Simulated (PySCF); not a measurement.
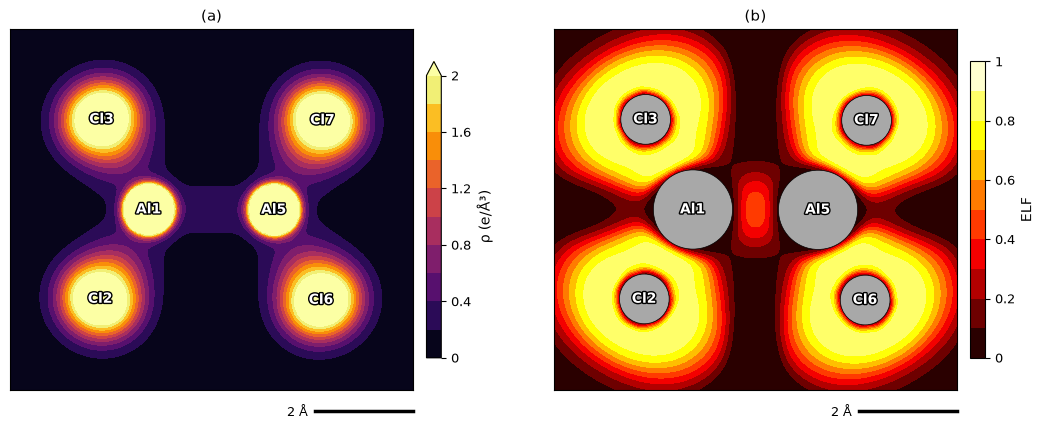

*Al2Cl4H2. (a) total electron density; (b) ELF on the plane of atoms Cl6, Al5 and Cl7. Grey discs cover the atomic cores in the ELF map.*

Geometry: PBE0-D3(BJ)/def2-SVP.

Computed with PySCF 2.14.0, PBE0/pcSseg-1 Al:pcSseg-2, SCF density, gas phase, non-relativistic.

```xyz
8

Al   -0.6963   -0.4804    0.9417
Cl   -1.5471   -2.3682    0.7049
Cl   -0.9387    0.6924    2.6465
H     0.9676   -0.5026    0.4587
Al    0.7330    0.4592   -0.9637
Cl    0.9661   -0.7133   -2.6696
Cl    1.5847    2.3459   -0.7231
H    -0.9311    0.4814   -0.4790
```

### Read the bonding off the picture.

Atoms in the plane: Al and Cl.
Al–Cl (2.08 Å): ρ is about 0.79 e/Å³ halfway; the ELF peaks at about 0.85 in the valence shell of Cl, 0.9 Å from its nucleus, and is about 0.85 at the midpoint.
Al–Al (2.56 Å): ρ is about 0.3 e/Å³ halfway; the ELF is about 0.45 at the midpoint.
The ELF also peaks beside Cl6, Cl2, Cl7 and Cl3, away from the bonds: lone-pair regions.
